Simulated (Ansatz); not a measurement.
# LiBeF3 (model cell, started as cubic perovskite with Be in the octahedra): phonons and vibrational spectra, part 2 of 2

Task: relax LiBeF3 (model cell, started as cubic perovskite with Be in the octahedra), then find its harmonic phonons.

Ansatz 0.2.0; DFT PBE, scalar-relativistic, plane waves, PAW; PAW set soft_1.

So far. Step 3 (Tight relaxation): The forces vanish by symmetry and the pressure is 0.002 GPa, within the tolerances set. The cell now holds 8.56 Å³/atom. The relaxed cell has a = 3.497 Å (conventional setting).

The structure was built from a prototype and need not be the compound's stable phase.

## Step 4: Zone-centre response

The zone centre comes first: it holds the modes that light can see, as far as symmetry allows. The response to a homogeneous field gives the Born charges and the dielectric tensor.

input.yaml

```yaml
crystal:
  lattice:
    - [3.497342264, 0.0, 0.0]
    - [0.0, 3.497342264, 0.0]
    - [0.0, 0.0, 3.497342264]
  atoms:
    - { symbol: Li, position: [0.0, 0.0, 0.0] }
    - { symbol: Be, position: [0.5, 0.5, 0.5] }
    - { symbol: F, position: [0.5, 0.5, 0.0] }
    - { symbol: F, position: [0.5, 0.0, 0.5] }
    - { symbol: F, position: [0.0, 0.5, 0.5] }
kpoints:
  mp_grid: { grid: [8, 8, 8] }
hamiltonian:
  xc: pbe
  pseudopotentials: { kind: paw, azcp: { folder: soft_1 } }
scf:
  occupations: { method: fixed }
output:
  eigenvalues: true
phonons:
  method: dfpt
  dielectric: true
  rigid_motions: translations
```

Run with:

```console
ansatz run input.yaml --threads 4 --pin off --max-ram 16384MiB --backend cpu --events-out ev --progress --plain --runs-dir out
```

Numbers of over 12 decimals in the logs are rounded to 6 here.

What it wrote:

```text
[...]
Crystal: 5 atoms, lattice volume = 42.777 Å³
Basis set: ecut = 420 eV, 847 PW (Γ), exchange–correlation on 48×48×48 points (8 copies of the dense FFT grid, shifted against one another)
Bands: 18, of which v1, the nominal top of the filled ones, is band 13 counted from 1 (12 counted from 0)
Symmetry: 48 space group operations
k-points: 170 of 512 (irreducible under 2 space group operations, time reversal used)
[...]
SCF iter   1: F=—  HF=-2728.295108 eV  |F-HF|=—  |Δ(HF+E_count)|=         —  Δρ=6.34e-2  dr2=9.95e-1  ethr=3.10e-3  ⟨swp⟩=4.7  Hψ=14557  notcnv=0  defer=387
[...]
SCF iter   8: F=-2728.417276 eV  HF=-2728.417276 eV  |F-HF|=2.73e-12  |Δ(HF+E_count)|=  3.28e-10  Δρ=7.82e-8  dr2=1.53e-12  ethr=1.00e-12  ⟨swp⟩=10.1  Hψ=16291  notcnv=0
SCF 1 converged in 8 iterations: F = -2728.417276 eV  dr2 = 1.53e-12
[...]
DFPT response loops at Γ: preconditioner auto → none (the input reference at scf.mixing.eps_inf says where Resta's filter doesn't serve); β = 0.50; Broyden in place of MSR1
SCF converged after 8 iterations
Free energy (F): -2728.417276 eV
[...]
Internal energy: -2728.417276 eV  (E = F + TS)
E sigma→0 (E₀):  -2728.417276 eV
Fermi energy:    2.250274 eV
[...]
--- Band table (eV; the first three rows and the last of 170) ---
  k-point 0: bands = [... 9 lower, 1.2150, 1.4818, 1.4818, 1.4818, 9.7792, 14.7542, 17.5192, 17.5192, ... 1 higher]
  k-point 1: bands = [... 9 lower, 1.1627, 1.2787, 1.4439, 1.4439, 10.0364, 14.9012, 16.2873, 17.3646, ... 1 higher]
  k-point 2: bands = [... 9 lower, 0.9395, 1.0384, 1.4140, 1.4140, 10.7004, 14.9507, 15.3800, 17.0120, ... 1 higher]
  k-point 169: bands = [... 9 lower, 1.0244, 2.2503, 2.2503, 2.2503, 13.8442, 14.5158, 14.5158, 14.5158, ... 1 higher]
--- Phonons (Γ-DFPT): 4 representative perturbations + reference, on 170 of 512 k-points (Σ response iterations 14) ---
  k mesh reduced under 2 symmetry operations, with k and −k counted as one. Each operation leaves every solved perturbation unchanged. A smaller set is not considered because the run solves the response to a homogeneous field
  ASR residual: 3.748e-3 → 0.000e0 eV/Å²; symmetrization residual: 9.351e-7 eV/Å²
  ASR residual per site (eV/Å²): 3.71e-4 3.75e-3 1.72e-3 1.72e-3 1.72e-3
  Γ frequencies (cm⁻¹): -208.46 -208.46 -208.46 0.00 0.00 0.00 207.71 207.71 207.71 212.48 212.48 212.48 485.87 485.87 485.87
  ε∞ (high-frequency dielectric tensor):
        2.171563     0.000000     0.000000
        0.000000     2.171563     0.000000
        0.000000     0.000000     2.171563
  softest optical mode at Γ: -208.46 cm⁻¹; the repairs (sum rule, projections) moved no ω² at Γ by more than (10.66 cm⁻¹)²
  Born effective charges Z* (e; rows j = field, columns β = displacement):
    site 0:
         1.18591    0.00000    0.00000
        -0.00000    1.18591    0.00000
         0.00000    0.00000    1.18591
    site 1:
         2.18910    0.00000    0.00000
         0.00000    2.18910    0.00000
         0.00000    0.00000    2.18910
    site 2:
        -0.87562    0.00000    0.00000
        -0.00000   -0.87562    0.00000
         0.00000    0.00000   -1.62377
    site 3:
        -0.87562    0.00000    0.00000
        -0.00000   -1.62377    0.00000
         0.00000    0.00000   -0.87562
    site 4:
        -1.62377    0.00000    0.00000
        -0.00000   -0.87562    0.00000
         0.00000    0.00000   -0.87562
  Z* charge neutrality: 5.080e-5 e pre-enforcement
  k-mesh period / interband length: 28.0 Å / 0.80 Å = 35.08 at k = (-0.5000, -0.5000, -0.5000), direct gap 11.594 eV — 14 or more, which is no proof of convergence
  optical modes at Γ without the LO–TO term, one row a degenerate level:
      ω (cm⁻¹)  modes    IR ((D/Å)²/amu)
       -208.46      3            41.6676
        207.71      3            24.3424
        212.48      3             0.0000
        485.87      3             0.0105
  optical modes at Γ + LO–TO along q̂ = [1.0000, 0.0000, 0.0000]:
      ω (cm⁻¹)  modes    IR ((D/Å)²/amu)
       -208.46      2            27.7784
         87.27      1             0.1614
        207.71      2            16.2283
        212.48      3             0.0000
        485.80      1             0.0029
        485.87      2             0.0070
        705.28      1            21.8426
  optical modes at Γ + LO–TO along q̂ = [0.0000, 1.0000, 0.0000]:
      ω (cm⁻¹)  modes    IR ((D/Å)²/amu)
       -208.46      2            27.7784
         87.27      1             0.1614
        207.71      2            16.2283
        212.48      3             0.0000
        485.80      1             0.0029
        485.87      2             0.0070
        705.28      1            21.8426
  optical modes at Γ + LO–TO along q̂ = [0.0000, 0.0000, 1.0000]:
      ω (cm⁻¹)  modes    IR ((D/Å)²/amu)
       -208.46      2            27.7784
         87.27      1             0.1614
        207.71      2            16.2283
        212.48      3             0.0000
        485.80      1             0.0029
        485.87      2             0.0070
        705.28      1            21.8426
```

Elapsed: 18 s, on 4 threads of Arm Neoverse V1, shared host; peak memory 0.76 GiB; 70 s of CPU time.

In the SCF lines HF is the Harris–Foulkes energy and dr2 the Hartree energy of the density residual, in eV; the loop may stop once dr2 is under the threshold and the program's other checks hold. Hψ counts applications of the Hamiltonian.

Numbers from this step:

```
sum-rule residual before enforcement                    : 0.003748 eV/Å²
miss of the charge sum rule                             : 5.08e-5 e
point group                                             : m-3m
highest optical mode at the zone centre (no LO-TO term) : 485.9 cm⁻¹
lowest optical zone-centre mode                         : -208.5 cm⁻¹
mean high-frequency dielectric constant                 : 2.172
largest Born charge (third of the trace)                : 2.189 e
top of the zone-centre spectrum with the field          : 705.3 cm⁻¹
```

Without the LO-TO term. Patterns of degenerate modes are one choice out of their space. Modes at Γ, with each element's share of the kinetic energy (negative means imaginary):

```csv
mode,frequency (cm⁻¹),symmetry,Li %,Be %,F %
1,-208.5,T1u,75,8,17
2,-208.5,T1u,75,8,17
3,-208.5,T1u,75,8,17
4,0.0,acoustic,10,12,78
5,0.0,acoustic,10,12,78
6,0.0,acoustic,10,12,78
7,207.7,T1u,14,75,11
8,207.7,T1u,14,75,11
9,207.7,T1u,14,75,11
10,212.5,T2u,0,0,100
11,212.5,T2u,0,0,100
12,212.5,T2u,0,0,100
13,485.9,T1u,1,5,94
14,485.9,T1u,1,5,94
15,485.9,T1u,1,5,94
```

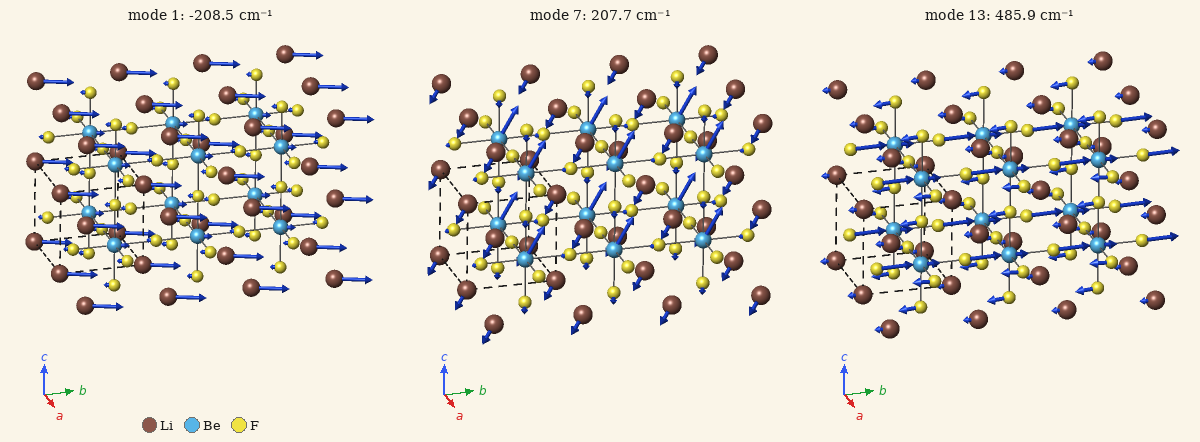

Displacement patterns of modes 1, 7 and 13 at Γ; arrows are exaggerated. 2×3×2 cells are drawn. Some periodic images of atoms are drawn too.

Optical modes at the zone centre, without and with the macroscopic field of the longitudinal modes; each column is sorted by frequency, so a row need not hold one and the same mode. Modes with and without the field, by row:

```csv
rank among optical modes,no field (cm⁻¹),"q along (1, 0, 0) (cm⁻¹)"
1,-208.5,-208.5
2,-208.5,-208.5
3,-208.5,87.3
4,207.7,207.7
5,207.7,207.7
6,207.7,212.5
7,212.5,212.5
8,212.5,212.5
9,212.5,485.8
10,485.9,485.9
11,485.9,485.9
12,485.9,705.3
```

Born charge (rows field, columns displacement) (e), principal values of the symmetric part by kind of site:

```csv
atom,atoms with these values,low,middle,high,mean
Li1,1,1.19,1.19,1.19,1.19
Be2,1,2.19,2.19,2.19,2.19
F3,3,-1.62,-0.88,-0.88,-1.12
```

In full for Be2:

```
2.19 0.00 0.00
0.00 2.19 0.00
0.00 0.00 2.19
```

High-frequency dielectric tensor:

```
2.17 0.00 0.00
0.00 2.17 0.00
0.00 0.00 2.17
```

Transverse modes; imaginary modes are left out. Infrared lines, with heights relative to the strongest:

```csv
position (cm⁻¹),label,relative intensity
208,T1u,100
212,T2u,0.0
486,T1u,0.0
```

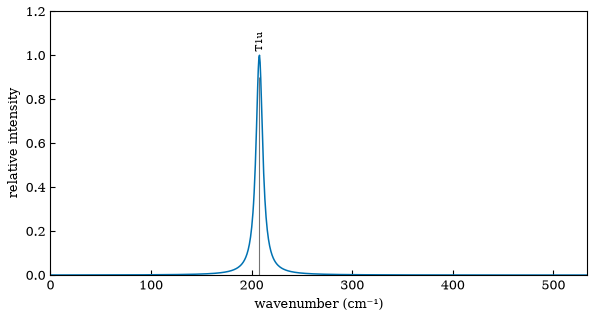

The infrared spectrum, broadened with Lorentzians of width 8 cm⁻¹; bars mark the lines.

Before it was imposed, the acoustic sum rule was missed by 0.0037 eV/Å² and the charge sum rule by 5.1e-5 e. Small misses are needed for a sound result but don't prove that mesh and cutoff are converged. The lowest optical mode is imaginary, 208.5i cm⁻¹, so the energy falls along it.

## Step 5: Phonons on a q mesh

Stability and thermal properties need the whole zone. Linear response on a 4×4×4 q mesh gives force constants as far as a supercell of that size would, and the tensors from the zone-centre run are typed in so that the long-range dipole term is interpolated apart.

input.yaml, the sections that differ from step 4:

```yaml
phonons:
  method: dfpt
  qmesh: [4, 4, 4]
  temperatures: { t_max: 1000, t_step: 50 }
  qpath:
    path:
      - [[0.0, 0.0, 0.0], [0.0, 0.5, 0.0], [0.5, 0.5, 0.0], [0.0, 0.0, 0.0], [0.5, 0.5, 0.5], [0.0, 0.5, 0.0]]
      - [[0.5, 0.5, 0.5], [0.5, 0.5, 0.0]]
    npoints: 10
  non_analytic_term:
    high_frequency_dielectric_tensor: [[2.1716, 0.0, 0.0], [0.0, 2.1716, 0.0], [0.0, 0.0, 2.1716]]
    born_effective_charges:
      - { species: Li, tensor: [[1.1859, 0.0, 0.0], [0.0, 1.1859, 0.0], [0.0, 0.0, 1.1859]] }
      - { species: Be, tensor: [[2.1891, 0.0, 0.0], [0.0, 2.1891, 0.0], [0.0, 0.0, 2.1891]] }
      - { species: F, tensor: [[-0.8756, 0.0, 0.0], [0.0, -0.8756, 0.0], [0.0, 0.0, -1.6238]] }
      - { species: F, tensor: [[-0.8756, 0.0, 0.0], [0.0, -1.6238, 0.0], [0.0, 0.0, -0.8756]] }
      - { species: F, tensor: [[-1.6238, 0.0, 0.0], [0.0, -0.8756, 0.0], [0.0, 0.0, -0.8756]] }
    source: "zone-centre run at this cell"
# crystal, kpoints, hamiltonian, scf, output: as in step 4
```

What it wrote:

```text
[...]
Crystal: 5 atoms, lattice volume = 42.777 Å³
Basis set: ecut = 420 eV, 847 PW (Γ), exchange–correlation on 48×48×48 points (8 copies of the dense FFT grid, shifted against one another)
Bands: 18, of which v1, the nominal top of the filled ones, is band 13 counted from 1 (12 counted from 0)
Symmetry: 48 space group operations
k-points: 35 of 512
[...]
SCF iter   1: F=—  HF=-2728.295178 eV  |F-HF|=—  |Δ(HF+E_count)|=         —  Δρ=6.35e-2  dr2=9.96e-1  ethr=3.10e-3  ⟨swp⟩=4.6  Hψ=2993  notcnv=0  defer=77
[...]
SCF iter   8: F=-2728.417276 eV  HF=-2728.417276 eV  |F-HF|=2.27e-12  |Δ(HF+E_count)|=  3.40e-10  Δρ=8.11e-8  dr2=1.63e-12  ethr=1.00e-12  ⟨swp⟩=10.1  Hψ=3305  notcnv=0
SCF 1 converged in 8 iterations: F = -2728.417276 eV  dr2 = 1.63e-12
[...]
NSCF: frozen V_eff on 35 k-points
[...]
DFPT response loops at q = (0, 0, 0) (fractional): preconditioner auto → none (the input reference at scf.mixing.eps_inf says where Resta's filter doesn't serve); β = 0.50; Broyden in place of MSR1
[...]
SCF converged after 8 iterations
Free energy (F): -2728.417276 eV
[...]
Internal energy: -2728.417276 eV  (E = F + TS)
E sigma→0 (E₀):  -2728.417276 eV
Fermi energy:    2.250274 eV
[...]
--- Band table (eV; the first three rows and the last of 35) ---
  k-point 0: bands = [... 9 lower, 1.2150, 1.4818, 1.4818, 1.4818, 9.7792, 14.7542, 17.5192, 17.5192, ... 1 higher]
  k-point 1: bands = [... 9 lower, 1.1627, 1.2787, 1.4439, 1.4439, 10.0364, 14.9012, 16.2873, 17.3646, ... 1 higher]
  k-point 2: bands = [... 9 lower, 0.9395, 1.0384, 1.4140, 1.4140, 10.7004, 14.9507, 15.3800, 17.0120, ... 1 higher]
  k-point 34: bands = [... 9 lower, 1.0244, 2.2503, 2.2503, 2.2503, 13.8442, 14.5158, 14.5158, 14.5158, ... 1 higher]
--- Phonons (Γ-DFPT): 4 representative perturbations + reference (Σ response iterations 14) ---
  ASR residual: 3.750e-3 → 0.000e0 eV/Å²; symmetrization residual: 1.150e-6 eV/Å²
  ASR residual per site (eV/Å²): 3.71e-4 3.75e-3 1.72e-3 1.72e-3 1.72e-3
[...]
--- Phonons (arbitrary-q DFPT): 10 irreducible q on the 4×4×4 mesh ---
  q = [0.0000, 0.0000, 0.0000] (star 1, of the zone-centre solve; hermiticity 2.34e-7, symmetrization 4.45e-13): -208.46 -208.46 -208.46 -0.00 -0.00 0.00 207.71 207.71 207.71 212.48 212.48 212.48 485.87 485.87 485.87
  q = [0.0000, 0.0000, 0.2500] (star 6, 9 solved perturbations in 1560 linear systems a pass and spin channel, the states on 200 of 512 k-point pairs; hermiticity 1.29e-7, symmetrization 4.24e-14): -191.84 -191.84 104.12 104.12 152.61 196.67 196.67 204.72 219.89 232.63 232.63 471.05 471.05 496.04 686.85
[...]
q = [0.0000, 0.2500, -0.5000] (star 12, 15 solved perturbations on 200 of 512 k-point pairs; hermiticity 1.64e-7, symmetrization 1.05e-8): -165.23 -160.50 -102.64 -46.58 172.37 178.48 202.31 236.74 261.59 285.09 364.46 433.97 505.53 592.14 651.96
[...]
sum rule: each row above includes the acoustic sum rule's correction from the zone centre's row sums; it moved no ω² by more than (10.64 cm⁻¹)²
  mesh force constants: q→R imaginary residual 1.28e-18; ASR residual 3.750e-3 → 0.000e0 eV/Å²; symmetrization residual 7.994e-15 eV/Å²
  interpolated dispersion: 63 rows × 15 modes
  density of states and harmonic sums: on the 20×20×20 q-mesh, interpolated from the force constants of a 4×4×4 supercell (with the dipole–dipole term of supplied tensors)
  largest difference from the sums on the solved wave vectors: F 5.17e-2 eV, S 9.14e-5 and C_V 3.94e-5 eV/K
  zero-point energy: 0.240604 eV/cell   skipped modes (ω ≤ 0): 1043, of them read as no rigid motion or as one in doubt: 1040 (3.635e0 modes/cell left out, lowest -208.46 cm⁻¹)   left out of the sums: 2.42e-1 of the cell's modes: C_V's classical limit lies that fraction below 3 k_B per atom; for a crystal, a wire or a layer, F and S can be off by more, and a phonons.interpolated_qmesh denser along its periods is the remedy for the sampling
```

Wall time 3.8 min (4 threads); peak memory 1.1 GiB.

This step gave:

| Property | Result |
| --- | --- |
| sum-rule residual before enforcement | 0.003750 eV/Å² |
| lowest frequency on the path | -208.5 cm⁻¹ |
| highest frequency on the path or at a solved wavevector | 705.3 cm⁻¹ |
| lowest mode on the q mesh (acoustic modes at Γ apart) | -208.5 cm⁻¹ |

Frequencies (cm⁻¹) solved at each irreducible wavevector; negative means imaginary. Frequencies by wavevector, by row:

```csv
q in reciprocal lattice units,star,mode 1,mode 2,mode 3,mode 4,mode 13,mode 14,mode 15
0 0 0,1,-208.5,-208.5,-208.5,0,485.9,485.9,485.9
0 0 0.25,6,-191.8,-191.8,104.1,104.1,471.1,496,686.9
0 0 -0.5,3,-168.7,-168.7,119.1,119.1,451.3,523.1,657.3
0 0.25 0.25,12,-189.7,-178.1,-13.4,26.2,507.8,509.7,685.3
0 0.25 -0.5,12,-165.2,-160.5,-102.6,-46.6,505.5,592.1,652
0 -0.5 -0.5,3,-170.4,-159.4,-159.4,-151.2,556.7,647.1,647.1
0.25 0.25 0.25,8,-172.5,-172.5,-122.9,-37.5,487.2,528.7,677.1
0.25 0.25 -0.5,12,-157.1,-147.9,-140.6,-70.5,521.6,611.5,632.9
0.25 -0.5 -0.5,6,-171,-143.2,-143.2,-137.3,600.1,613.4,613.4
-0.5 -0.5 -0.5,1,-171.6,-171.6,-171.6,-123.3,573.3,573.3,617.8
```

Interpolated from a 4×4×4 q mesh, with the LO-TO term (at Γ the limit along the path; where Γ stands inside the path, tables give the limit on arrival). Phonon branches along the path, in cm⁻¹:

```csv
point,branch 1,branch 2,branch 3,branch 4,branch 12,branch 13,branch 14,branch 15
Γ,-208,-208,0,0,486,486,486,705
X,-169,-169,119,119,451,451,523,657
M,-170,-159,-159,-151,409,557,647,647
Γ,-208,-208,0,0,486,486,486,705
R,-172,-172,-172,-123,573,573,573,618
X,-169,-169,119,119,451,451,523,657
jump to R,-172,-172,-172,-123,573,573,573,618
M,-170,-159,-159,-151,409,557,647,647
```

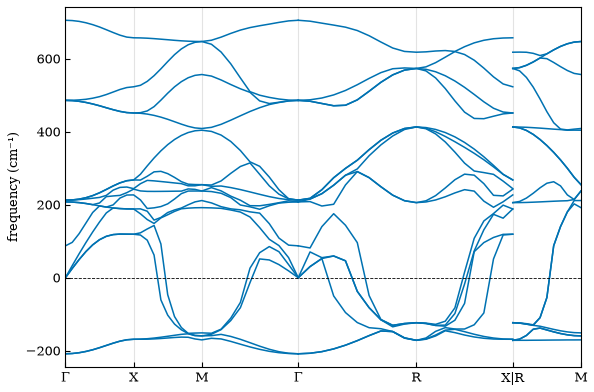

Phonon branches along the path.

The phonon density of states has structure finer than the step of the table below, so its rows give means over 50 cm⁻¹, whole bins alone (the curve runs from -205 to 705 cm⁻¹). Peaks (cm⁻¹: height): -165.0: 0.0613, 175.0: 0.0248, 235.0: 0.0362, 475.0: 0.0234, 655.0: 0.0213.

Tetrahedra on a 20×20×20 mesh, mean over bins of 10 cm-1. Interpolated from a 4×4×4 q mesh. Table of phonon density of states by wavenumber; means over each step:

```csv
wavenumber (cm⁻¹),phonon density of states (1/cm⁻¹/cell)
-150,0.0412
-100,0.0110
-50,0.00560
0,0.00375
50,0.00801
100,0.0149
150,0.0157
200,0.0257
250,0.0325
300,0.0272
350,0.0137
400,0.0106
450,0.0180
500,0.0161
550,0.0141
600,0.00931
650,0.0145
```

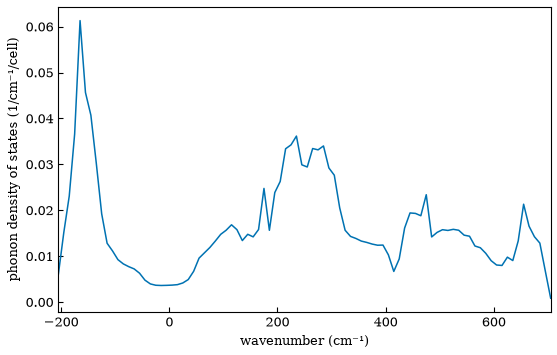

Phonon density of states, plotted against wavenumber.

The partial phonon density of states has structure finer than the step of the table below, so its rows give means over 50 cm⁻¹, whole bins alone (the curve runs from -218 to 735 cm⁻¹). Peaks (cm⁻¹: height): Be -140.5: 0.00188, 213.5: 0.0129, 249.4: 0.00836, 285.4: 0.00775, 657.4: 0.0137; F -164.5: 0.0108, -98.5: 0.00972, 117.5: 0.0187, 171.5: 0.0171, 237.5: 0.0262, 285.4: 0.0266, 471.4: 0.0152; Li -164.5: 0.0409.

Phonopy on the run's constants, 17x17x17 mesh, Gaussian sigma 6.8 cm-1. Interpolated from a 4×4×4 q mesh. Partial phonon density of states against wavenumber; means over each step; values in 1/cm⁻¹/cell:

```csv
wavenumber (cm⁻¹),Be,F,Li
-150,0.00146,0.00858,0.0306
-100,9.2e-4,0.00610,0.00465
-50,3.8e-4,0.00263,0.00131
0,2.5e-4,0.00312,6.1e-4
50,5.9e-4,0.00550,0.00143
100,9.5e-4,0.0129,0.00203
150,0.00127,0.0130,8.6e-4
200,0.00829,0.0176,6.8e-4
250,0.00622,0.0241,0.00115
300,0.00528,0.0210,0.00104
350,9.7e-4,0.0125,2.8e-4
400,8.3e-4,0.00993,2.5e-4
450,0.00371,0.0136,3.1e-4
500,0.00421,0.0112,6.8e-4
550,0.00476,0.00853,8.2e-4
600,0.00539,0.00332,7.2e-4
650,0.0102,0.00298,0.00121
700,0.00369,0.00129,7.0e-4
```

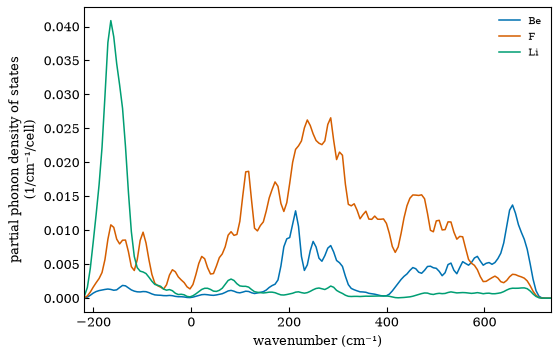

Partial phonon density of states against wavenumber.

Symmetry leaves 10 wavevectors to solve. The lowest mode among them, the acoustic zeros apart, lies at Γ and is imaginary, 208.5i cm⁻¹, so the energy falls along it.

## Step 6: Results

| Item | Value |
| --- | --- |
| space group after relaxation (within 0.01 Å) | Pm-3m |
| volume per atom | 8.56 Å³ |
| gap on the k-mesh | 7.53 eV |
| highest optical mode at the zone centre (no LO-TO term) | 486 cm⁻¹ |
| top of the zone-centre spectrum with the field | 705 cm⁻¹ |
| lowest optical zone-centre mode | -208 cm⁻¹ |
| mean high-frequency dielectric constant | 2.17 |
| largest Born charge (third of the trace) | 2.19 e |
| lowest mode on the q mesh (acoustic modes at Γ apart) | -208 cm⁻¹ |
| highest frequency on the path or at a solved wavevector | 705 cm⁻¹ |
| imaginary modes on the 4×4×4 q mesh | yes |

In words: Modes are clearly imaginary (beyond 10i cm⁻¹) at 10 of the 10 irreducible wavevectors, most at Γ (208.5i cm⁻¹), so this structure is not a minimum of the energy. Without the field, the optical modes at Γ span -208 to 486 cm⁻¹ (negative means imaginary). The highest mode in this list at Γ, 485.9 cm⁻¹, is mostly motion of F (94 % of the kinetic energy). With the macroscopic field of the longitudinal modes the top of the zone-centre spectrum lies at 705 cm⁻¹, against 486 cm⁻¹ without it. Among the real modes, the strongest infrared line is at 208 cm⁻¹. The starting cell was built on a prototype and not taken from a measurement, so the phase need not exist. These are harmonic frequencies at zero temperature: anharmonic shifts, linewidths and thermal expansion are left out.

[Logs are printed without paths, hosts, clocks, repeated set-up lines and the standing remarks that a program may print on its own settings, such as how far it seeks lower states.]

[Hosts, paths, dates, database ids (printed as entryN), source tags and the programs' standing remarks are cut or masked in the printed files.]
